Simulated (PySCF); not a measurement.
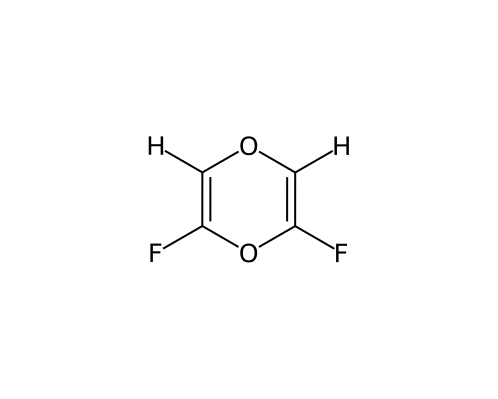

A structural formula.

> Give its SMILES.

FC1=COC=C(F)O1

> Give the formula, hydrogens included.

C4H2F2O2.

> An optimisation with GFN2-xTB gave a structure of which point group?

C2v.

The parts below concern this one geometry. Atoms keep their numbers from picture to picture. The computed structure is the end point of a GFN2-xTB optimisation. No frequency run is at hand to confirm it as a minimum.

### Shape

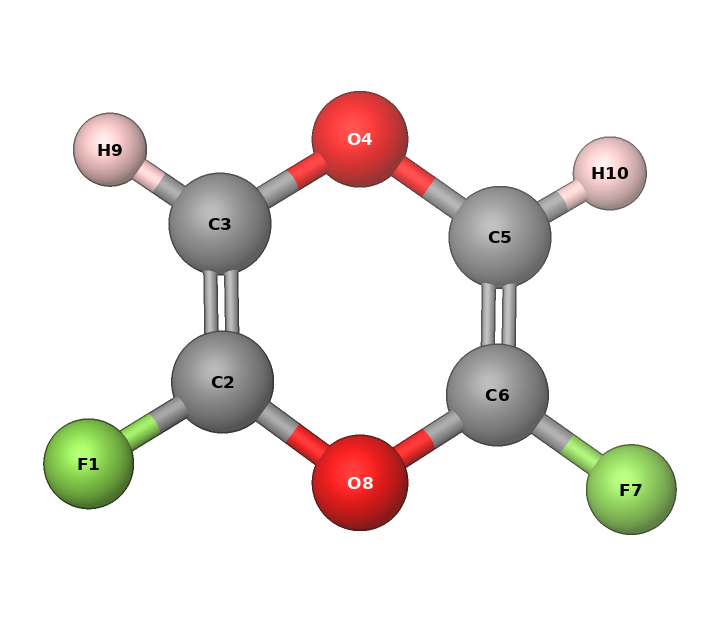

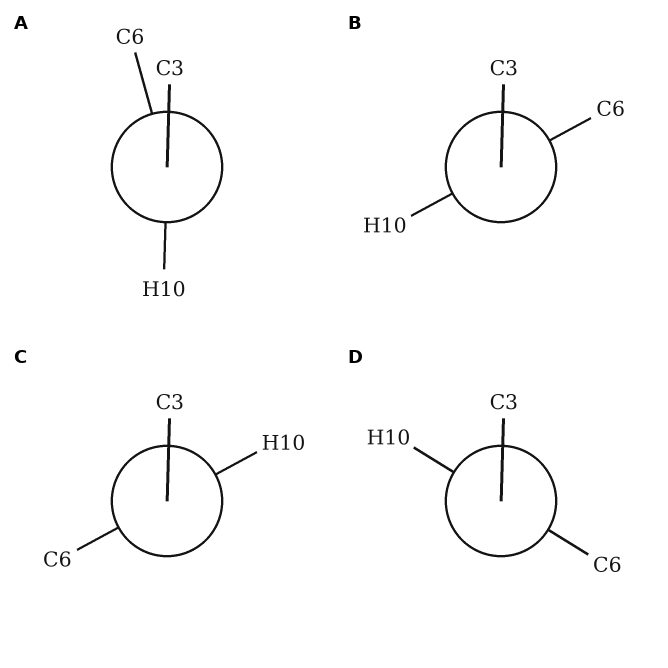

Depth is shown by fading: the farther an atom, the more it takes the colour of the background. Bonds that would overlap in a projection are set slightly apart. No frequency run is at hand to confirm it as a minimum.

> Which Newman projection shows the view along O4–C5, with O4 in front?

A. The torsion angle C3–O4–C5–C6 is 0°, synperiplanar (eclipsed).

### Dipole moment

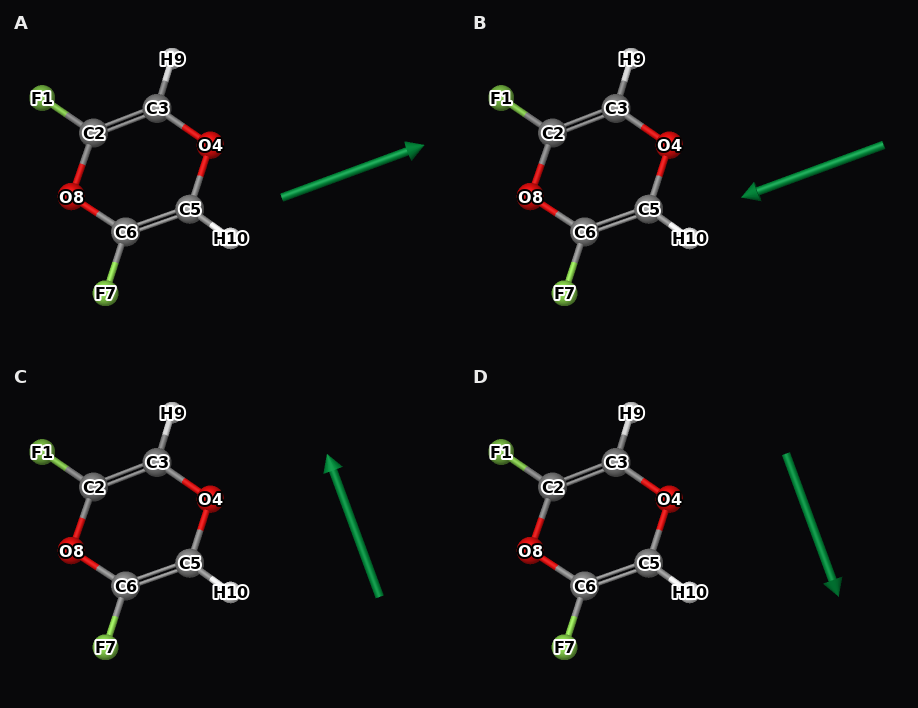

The same molecule four times, each with an arrow. No frequency run is at hand to confirm it as a minimum. Level of theory: B3LYP/pcJ-1, gas phase (PySCF 2.14.0).

> Which arrow points along the dipole moment, from the negative to the positive end?

A. The dipole moment is 1.42 D; it points from the side of F1, F7, O8 to the side of O4 (the outermost atoms at the two ends).

### NMR shielding

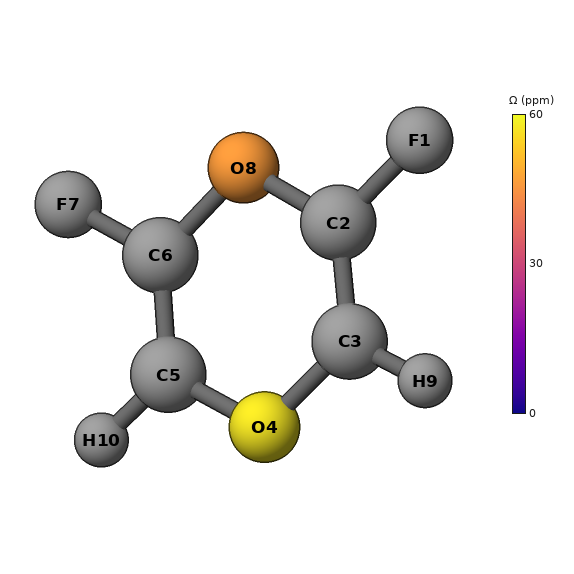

The O atoms are coloured by the span of their shielding tensor. No frequency run is at hand to confirm it as a minimum. Level of theory: GIAO PBE0/pcSseg-1 NMR shielding, non-relativistic, gas phase (PySCF 2.14.0). Principal shieldings σ11 ≤ σ22 ≤ σ33, span Ω = σ33 − σ11, skew κ = 3(σiso − σ22)/Ω.

> Which O atom has the most anisotropic shielding?

O4, with a span of 57 ppm.

Give the shielding tensors of the O atoms.

| atom | σ11 | σ22 | σ33 | σiso | Ω | κ |
| --- | --- | --- | --- | --- | --- | --- |
| O4 | 253.5 | 284.6 | 310.9 | 283.0 | 57.4 | −0.08 |
| O8 | 166.3 | 173.7 | 212.3 | 184.1 | 46.1 | 0.68 |

Shieldings and span in ppm.

### Spin–spin coupling

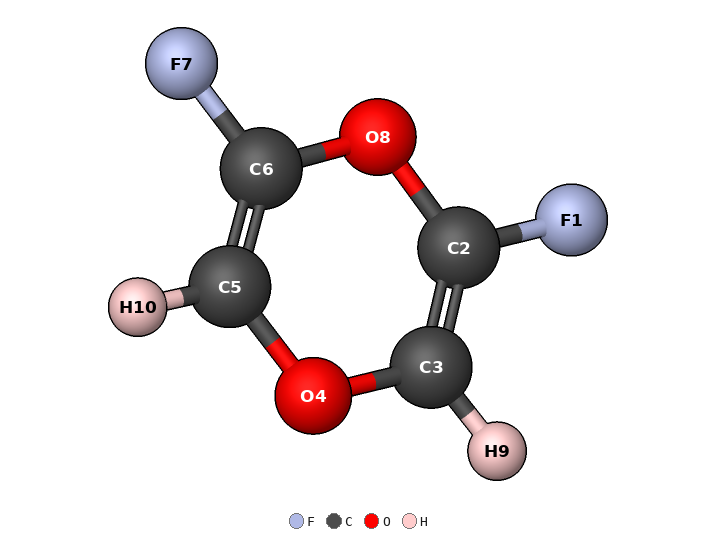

No frequency run is at hand to confirm it as a minimum. Method: B3LYP/pcJ-1 indirect spin-spin coupling, non-relativistic, gas phase (PySCF 2.14.0). Isotopes: 13C, 19F, 1H, 17O.

Give the spin–spin coupling constants of these pairs, with the number of bonds between them: F1/C2, C6/F7, F1/O8, F1/C3, C5/F7, F7/O8, F1/H9, F1/O4, F1/C6, C2/F7, O4/F7, F7/H10.

| pair | bonds apart | J (Hz) |
| --- | --- | --- |
| F1, C2 | 1 | −338.2 |
| C6, F7 | 1 | −338.3 |
| F1, O8 | 2 | −40.3 |
| F1, C3 | 2 | 46.1 |
| C5, F7 | 2 | 45.9 |
| F7, O8 | 2 | −40.4 |
| F1, H9 | 3 | −2.0 |
| F1, O4 | 3 | 21.1 |
| F1, C6 | 3 | 7.3 |
| C2, F7 | 3 | 7.4 |
| O4, F7 | 3 | 21.1 |
| F7, H10 | 3 | −2.1 |

Density functionals are unreliable for couplings to fluorine, so those rows may be far off.
